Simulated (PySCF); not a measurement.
Ionisation energy of the Ba atom ([Xe] 6s² → [Xe] 6s). PySCF, def2-SVP with a 46-electron core potential, unrestricted single determinants, no spin-orbit coupling. Methods marked “valence” freeze 8 core electrons.

The results, method by method:

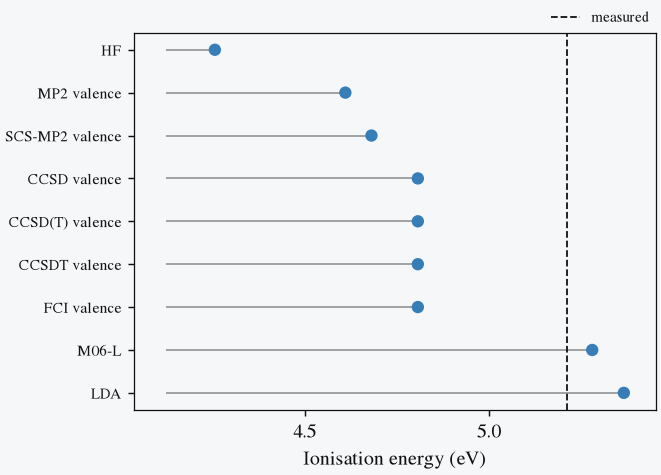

| Method | Ionisation energy (eV) |
| --- | --- |
| HF | 4.26 |
| LDA | 5.37 |
| M06-L | 5.28 |
| MP2 valence | 4.61 |
| SCS-MP2 valence | 4.68 |
| CCSD valence | 4.81 |
| CCSD(T) valence | 4.81 |
| CCSDT valence | 4.81 |
| FCI valence | 4.81 |

The values run from 4.26 eV (HF) to 5.37 eV (LDA). The measured value is 5.21 eV; nearest to it come M06-L (+0.07) and LDA (+0.15), furthest HF (−0.96 eV).
